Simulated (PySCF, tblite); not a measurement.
# C6H11S radical: geometry, infrared bands and EPR parameters

Wanted: the infrared bands and EPR parameters of C6H11S radical (`C=C[C@H](C)[C](C)S`), by calculation.

Computed with tblite 0.8.0 and PySCF 2.14.0, with density-fitted response routines of our own, on a single molecule in the gas phase. Atoms count from 0, in the outputs and in this text.

## (1) The starting structure

18 atoms, charge 0, multiplicity 2; geometry from: force field or distance geometry start.

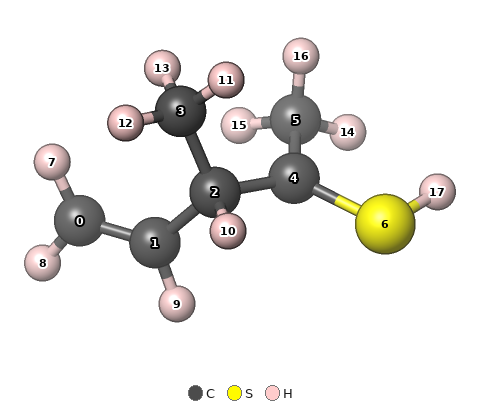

The starting geometry (carbon dark grey, sulfur yellow, hydrogen pink), atoms numbered; sticks join atoms by distance.

## (2) Geometry optimisation with GFN2-xTB

The job: settings as JSON, then the geometry in Å.

```
{"job": {"kind": "relax", "xc": "GFN2-xTB", "basis": "xTB"}, "charge": 0, "multiplicity": 2}
C     -1.981000    -0.451400     1.403700
C     -1.136500     0.506600     0.998800
C     -0.432700     0.625800    -0.331700
C     -0.895000    -0.367400    -1.411300
C      1.061800     0.589600    -0.153800
C      1.741800    -0.690300     0.202200
S      2.004700     2.018100    -0.495900
H     -2.280400    -1.267900     0.769500
H     -2.415400    -0.421800     2.402500
H     -0.899700     1.294000     1.723300
H     -0.731800     1.617700    -0.718700
H     -0.380500    -0.195500    -2.350000
H     -1.974500    -0.281200    -1.583800
H     -0.689000    -1.412100    -1.111800
H      2.725900    -0.506100     0.657400
H      1.155000    -1.257100     0.943100
H      1.888400    -1.308100    -0.681700
H      3.230200     1.513500    -0.273500
```

Launch:

```
> OMP_NUM_THREADS=1 python probes_run.py task.json out
```

The driver reads the jobs from task.json and runs them one after another.

What it wrote:

```text
step      E/eV     max force
  0    -587.81116    1.175
  1    -587.84339    0.898
  2    -587.85626    0.263
  3    -587.86529    0.326
  4    -587.87887    0.236
  5    -587.88337    0.193
  6    -587.88906    0.154
  7    -587.89177    0.126
  8    -587.89357    0.096
  9    -587.89455    0.077
 10    -587.89557    0.098
 11    -587.89665    0.104
 12    -587.89775    0.081
 13    -587.89865    0.060
 14    -587.89942    0.074
 15    -587.90023    0.101
 16    -587.90117    0.105
 17    -587.90223    0.091
 18    -587.90334    0.090
 19    -587.90438    0.077
 20    -587.90530    0.073
 21    -587.90611    0.065
 22    -587.90693    0.066
 23    -587.90789    0.085
 24    -587.90900    0.090
 25    -587.91014    0.081
 26    -587.91112    0.065
 27    -587.91196    0.063
 28    -587.91278    0.070
 29    -587.91363    0.082
 30    -587.91435    0.065
 31    -587.91472    0.072
 32    -587.91508    0.051
 33    -587.91532    0.039
 34    -587.91577    0.033
 35    -587.91598    0.033
 36    -587.91629    0.036
 37    -587.91654    0.038
 38    -587.91687    0.035
 39    -587.91717    0.045
 40    -587.91741    0.043
 41    -587.91760    0.030
 42    -587.91778    0.028
 43    -587.91795    0.026
 44    -587.91809    0.026
 45    -587.91820    0.025
 46    -587.91832    0.027
 47    -587.91845    0.026
 48    -587.91855    0.021
 49    -587.91862    0.017
 50    -587.91867    0.017
 51    -587.91874    0.026
 52    -587.91885    0.031
 53    -587.91900    0.033
 54    -587.91916    0.035
 55    -587.91932    0.041
 56    -587.91952    0.050
 57    -587.91976    0.049
 58    -587.91999    0.037
 59    -587.92017    0.027
 60    -587.92030    0.033
 61    -587.92047    0.043
 62    -587.92066    0.040
 63    -587.92083    0.029
 64    -587.92095    0.027
 65    -587.92106    0.025
 66    -587.92119    0.027
 67    -587.92132    0.029
 68    -587.92142    0.026
 69    -587.92150    0.022
 70    -587.92156    0.021
 71    -587.92162    0.020
 72    -587.92167    0.019
 73    -587.92172    0.016
 74    -587.92175    0.015
 75    -587.92178    0.015
 76    -587.92181    0.014
 77    -587.92186    0.017
 78    -587.92192    0.015
 79    -587.92195    0.014
 80    -587.92198    0.010
```

Run time: 0.41 s. Hardware: 1 thread of Arm Neoverse V2, shared host.

Step by step: (not every step is listed)

| step | energy from step 0 (eV) | largest force (eV/Å) |
| --- | --- | --- |
| 0 | 0.0000 | 1.1749 |
| 1 | -0.0322 | 0.8978 |
| 2 | -0.0451 | 0.2625 |
| 3 | -0.0541 | 0.3258 |
| 4 | -0.0677 | 0.2357 |
| 5 | -0.0722 | 0.1933 |
| 6 | -0.0779 | 0.1536 |
| 7 | -0.0806 | 0.1261 |
| 8 | -0.0824 | 0.0957 |
| 14 | -0.0883 | 0.0741 |
| 20 | -0.0941 | 0.0727 |
| 26 | -0.1000 | 0.0650 |
| 32 | -0.1039 | 0.0513 |
| 38 | -0.1057 | 0.0351 |
| 44 | -0.1069 | 0.0263 |
| 50 | -0.1075 | 0.0168 |
| 56 | -0.1084 | 0.0496 |
| 62 | -0.1095 | 0.0402 |
| 68 | -0.1103 | 0.0262 |
| 74 | -0.1106 | 0.0147 |
| 75 | -0.1106 | 0.0154 |
| 76 | -0.1107 | 0.0144 |
| 77 | -0.1107 | 0.0168 |
| 78 | -0.1108 | 0.0153 |
| 79 | -0.1108 | 0.0139 |
| 80 | -0.1108 | 0.0099 |

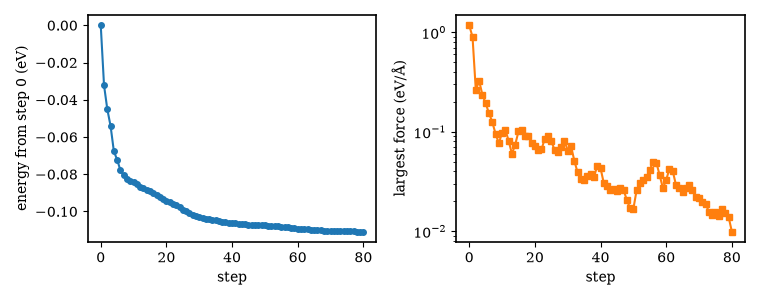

Energy and force, step by step.

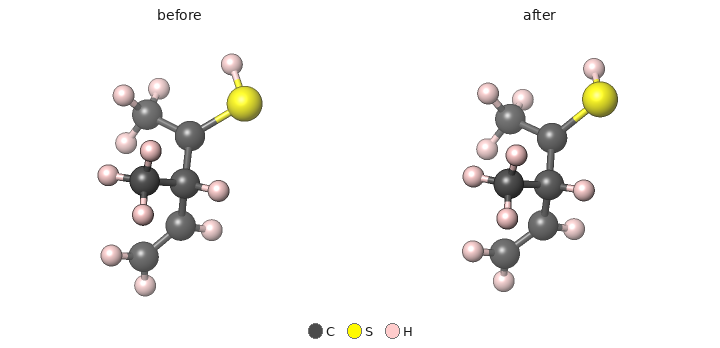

The geometry before (left) and after (right).

Close pairs (by a distance rule), those that changed most:

| bond | before (Å) | after (Å) | change (Å) |
| --- | --- | --- | --- |
| C0–C1 | 1.340 | 1.320 | -0.020 |
| C3–H13 | 1.106 | 1.087 | -0.020 |
| C5–H15 | 1.102 | 1.088 | -0.014 |
| C1–H9 | 1.096 | 1.083 | -0.013 |
| C0–H8 | 1.090 | 1.077 | -0.012 |
| C2–C4 | 1.505 | 1.495 | -0.011 |
| C3–H12 | 1.097 | 1.087 | -0.009 |
| C2–H10 | 1.106 | 1.097 | -0.009 |

The final coordinates are the input of the step that follows.

## (3) Harmonic vibrations with GFN2-xTB

The job: settings as JSON, then the geometry in Å.

```
{"job": {"kind": "ir", "xc": "GFN2-xTB", "basis": "xTB"}, "charge": 0, "multiplicity": 2}
C     -1.865325    -0.503149     1.378981
C     -1.094016     0.497085     0.995256
C     -0.441587     0.670185    -0.354189
C     -0.943439    -0.319673    -1.413947
C      1.036473     0.578352    -0.151710
C      1.685987    -0.678679     0.297024
S      2.009779     1.841027    -0.842131
H     -2.141700    -1.310759     0.723541
H     -2.266947    -0.548186     2.377748
H     -0.844202     1.282127     1.697978
H     -0.667992     1.685417    -0.703715
H     -0.475151    -0.097073    -2.370049
H     -2.021307    -0.231641    -1.526489
H     -0.696500    -1.341363    -1.138847
H      2.549691    -0.469650     0.932426
H      0.974378    -1.275292     0.864728
H      2.042183    -1.280966    -0.546919
H      3.150917     1.508557    -0.231343
```

What it wrote:

```text
mode    cm-1     km/mol
  1      26.8      0.08
  2      62.1      0.49
  3     112.8      1.30
  4     167.3      2.23
  5     212.9     22.82
  6     224.9     16.15
  7     243.0      0.55
  8     267.4      0.31
  9     302.9      0.22
 10     356.6      4.01
 11     400.4      3.46
 12     540.7      2.44
 13     600.4      3.36
 14     739.4      1.46
 15     839.4      5.58
 16     876.6      6.11
 17     894.8     14.72
 18     937.8      5.32
 19    1000.1      4.27
 20    1009.8      4.25
 21    1020.9      7.74
 22    1028.8     16.35
 23    1074.1      6.71
 24    1102.2     33.86
 25    1140.4      4.90
 26    1269.4      3.93
 27    1282.2      6.79
 28    1296.6      0.54
 29    1308.6      8.00
 30    1393.3      3.46
 31    1397.8      4.23
 32    1414.1      2.28
 33    1470.5      5.03
 34    1478.8      0.57
 35    1498.8      3.61
 36    1506.3      2.14
 37    1706.5     24.83
 38    2372.8    131.43
 39    2896.0     24.48
 40    2911.4     35.15
 41    2966.8     30.49
 42    3025.8     14.60
 43    3032.4     33.83
 44    3036.4     28.93
 45    3046.3     12.68
 46    3049.7     43.75
 47    3103.2     27.09
 48    3130.1     42.52
```

It took 0.47 s on 1 thread of Arm Neoverse V2, shared host.

The strongest bands and the atoms that carry them (share of the mass-weighted mode):

| cm⁻¹ | km/mol | atoms |
| --- | --- | --- |
| 1102 | 33.9 | C4 23 %, H10 15 %, H15 15 % |
| 2373 | 131.4 | H17 97 % |
| 2911 | 35.1 | H10 93 % |
| 2967 | 30.5 | H14 90 % |
| 3032 | 33.8 | H12 64 %, H11 26 % |
| 3036 | 28.9 | H11 62 %, H12 28 % |
| 3050 | 43.8 | H9 86 % |
| 3130 | 42.5 | H7 75 %, H8 15 % |

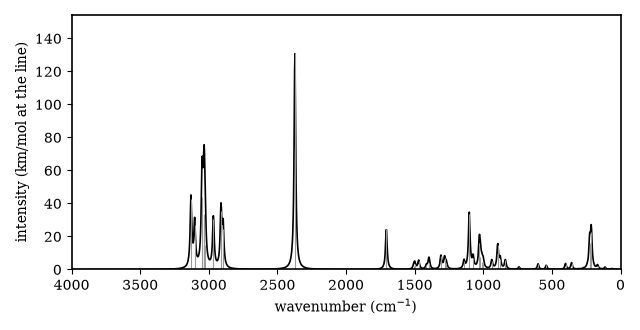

The infrared spectrum from these modes, unscaled. Lines are broadened to a width of 14 cm⁻¹ (Lorentzian).

## (4) g tensor and hyperfine couplings: B3LYP/pcH-1

Settings changed since step 3:

```diff
@@ -1,2 +1,2 @@
-{"job": {"kind": "ir", "xc": "GFN2-xTB", "basis": "xTB"}, "charge": 0, "multiplicity": 2}
+{"job": {"kind": "epr", "basis": "pcH-1"}, "charge": 0, "multiplicity": 2}
 C     -1.865325    -0.503149     1.378981
```

Method: UKS B3LYP, pcH-1 on C H S, non-relativistic, mean-field spin-orbit, GIAO.

What it wrote:

```text
UKS, coarse grid
  cycle   1  E = -633.34065953  |g| = 3.59e-01
  cycle   2  E = -633.31955485  |g| = 4.09e-01
  cycle   3  E = -633.40771220  |g| = 5.01e-02
  cycle   4  E = -633.40842313  |g| = 4.01e-02
  cycle   5  E = -633.40919734  |g| = 8.33e-03
  cycle   6  E = -633.40923135  |g| = 4.93e-03
  cycle   7  E = -633.40924523  |g| = 1.70e-03
  cycle   8  E = -633.40924753  |g| = 8.36e-04
UKS, final grid
  cycle   1  E = -633.40920616  |g| = 1.21e-03
  cycle   2  E = -633.40920494  |g| = 1.99e-03
  cycle   3  E = -633.40920689  |g| = 1.59e-04
  cycle   4  E = -633.40920690  |g| = 4.68e-05
  cycle   5  E = -633.40920691  |g| = 3.18e-05
  cycle   6  E = -633.40920691  |g| = 7.12e-06
E = -633.40920691 Eh   <S^2> = 0.7546 (exact 0.7500)
g shifts (ppm)      1          2          3
  rmc          -168       -168       -168
  gc             -1         46         33
  oz_so        -186       1010       4513
  total        -355        888       4379
hyperfine (MHz)  atom isotope    a_iso     a_fc   dipolar eigenvalues
    0   13C       5.12       5.12     -2.54     -1.45      3.99
    1   13C      41.38      41.39     -3.72     -2.07      5.79
    2   13C     -25.08     -25.09     -1.78     -0.20      1.98
    3   13C      41.64      41.65     -3.75     -3.62      7.38
    4   13C     113.79     113.52    -75.13    -74.30    149.43
    5   13C     -25.45     -25.46     -1.68     -1.23      2.92
    6   33S       3.01       3.34    -18.65    -14.13     32.78
    7    1H      -1.40      -1.40     -1.35     -0.53      1.87
    8    1H       0.38       0.38     -1.51     -0.87      2.38
    9    1H      -1.22      -1.22     -4.29     -2.33      6.62
   10    1H       2.26       2.25     -4.69     -3.75      8.44
   11    1H      -2.54      -2.54     -4.08     -1.75      5.82
   12    1H      11.98      11.98     -2.61     -1.22      3.84
   13    1H      -1.81      -1.81     -3.65     -1.86      5.51
   14    1H      54.52      54.51     -4.60     -4.05      8.65
   15    1H       9.13       9.13     -4.82     -3.76      8.58
   16    1H     111.64     111.63     -4.19     -3.14      7.33
   17    1H      10.67      10.64     -3.05     -2.38      5.42
```

It took 90 s on 1 thread of Arm Neoverse V2, shared host; peak memory 1 GiB.

Principal g values 2.00196, 2.00321, 2.00670; g(iso) = 2.00396, against 2.00232 for a free electron.

Mean a(iso) over the nuclei that a row names, and the largest dipolar term of the row (other rows stand at the frozen geometry):

| nuclei | isotope | a(iso) (MHz) | a(iso) (G, at g = 2.0023) | largest dipolar term (MHz) |
| --- | --- | --- | --- | --- |
| C4 | 13C | 113.8 | 40.6 | 149.4 |
| H14, H15, H16 | 1H | 58.4 | 20.8 | 8.7 |
| C3 | 13C | 41.6 | 14.9 | 7.4 |
| C1 | 13C | 41.4 | 14.8 | 5.8 |
| C5 | 13C | -25.4 | -9.1 | 2.9 |
| C2 | 13C | -25.1 | -8.9 | 2.0 |
| H17 | 1H | 10.7 | 3.8 | 5.4 |
| C0 | 13C | 5.1 | 1.8 | 4.0 |
| S6 | 33S | 3.0 | 1.1 | 32.8 |
| H11, H12, H13 | 1H | 2.5 | 0.9 | 5.8 |
| H10 | 1H | 2.3 | 0.8 | 8.4 |
| H7 | 1H | -1.4 | -0.5 | 1.9 |
| H9 | 1H | -1.2 | -0.4 | 6.6 |
| H8 | 1H | 0.4 | 0.1 | 2.4 |

Mulliken spin populations:

C0 0.03; C1 0.01; C2 -0.06; C3 0.03; C4 0.84; C5 -0.07; S6 0.13; H7 0.00; H8 0.00; H9 0.00; H10 0.00; H11 0.00; H12 0.01; H13 0.00; H14 0.02; H15 0.00; H16 0.06; H17 0.00

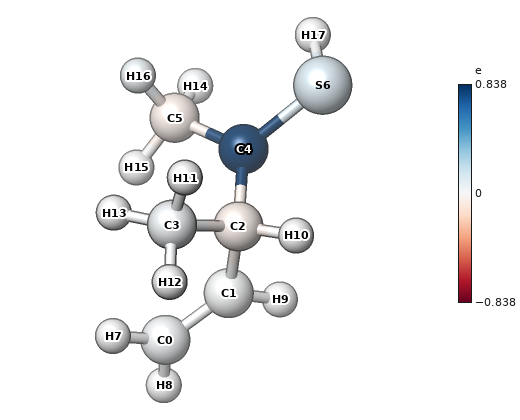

Mulliken spin populations, as colours on the atoms.

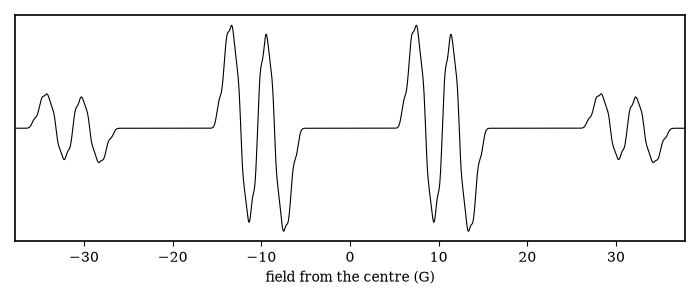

First-order isotropic spectrum (first derivative, main isotopes with spin only, couplings over 0.8 MHz, Gaussian width 0.3 G; couplings of the frozen geometry, rotation of groups not averaged beyond the rows shown).

Orbitals, density, ELF and potential are computed afterwards from the orbital file.

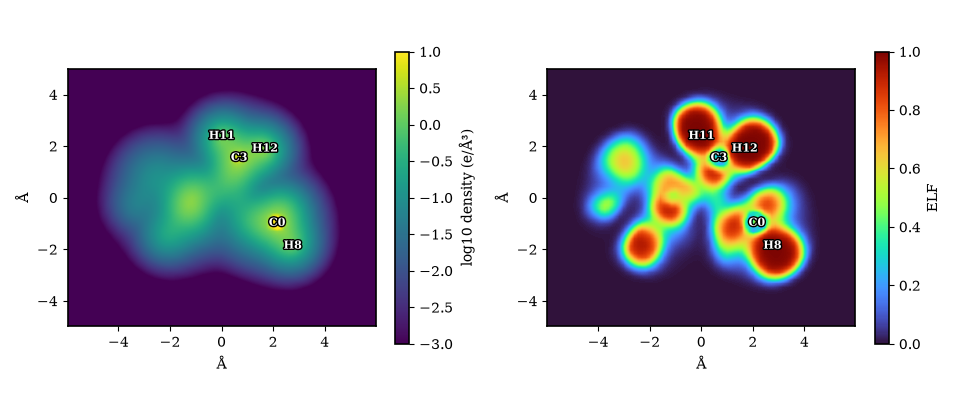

Density (left) and ELF (right) in a plane through or near 5 of the atoms.

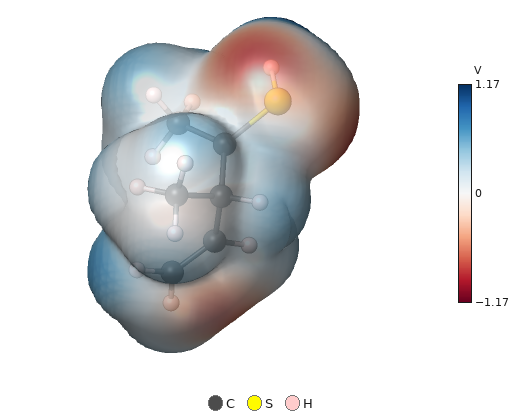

The potential that a unit positive charge feels on the 0.002 e/bohr³ surface, from -0.76 V near S6 to 1.17 V near H17.

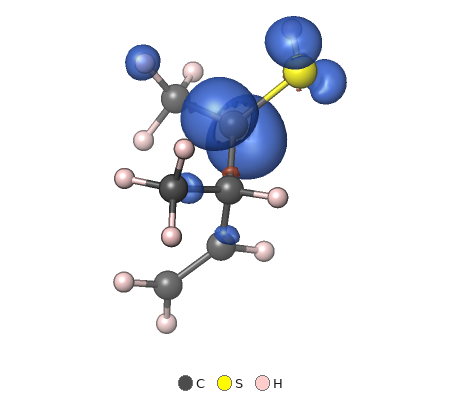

Spin density at ±0.04 e/Å³ (alpha excess blue, beta excess red).

## (5) Results

| quantity | value |
| --- | --- |
| strongest single infrared mode (GFN2-xTB) | 2373 cm⁻¹, 131 km/mol |
| zero-point energy (GFN2-xTB) | 92.6 kcal/mol |
| g(iso) (B3LYP) | 2.00396 |
| ⟨S²⟩ | 0.755 (exact 0.75) |
| largest a(iso) (averaged by class) | 13C on C4, 113.8 MHz |
| surface potential, least and greatest | -0.76 V and 1.17 V |

**Reading.** Over 80 steps the energy fell by 0.111 eV; of the close pairs, C0–C1 changed most, 1.340 to 1.320 Å. No mode is imaginary among the 48: a minimum at this level. The strongest single mode, at 2373 cm⁻¹, moves mainly H17. GFN2-xTB is a fitted tight-binding method: band positions and strengths are rough. Its intensities can rank the bands wrongly. Most of the unpaired spin sits on C4 (0.84 e). The isotropic g lies 1.6 ppt above the free-electron value.
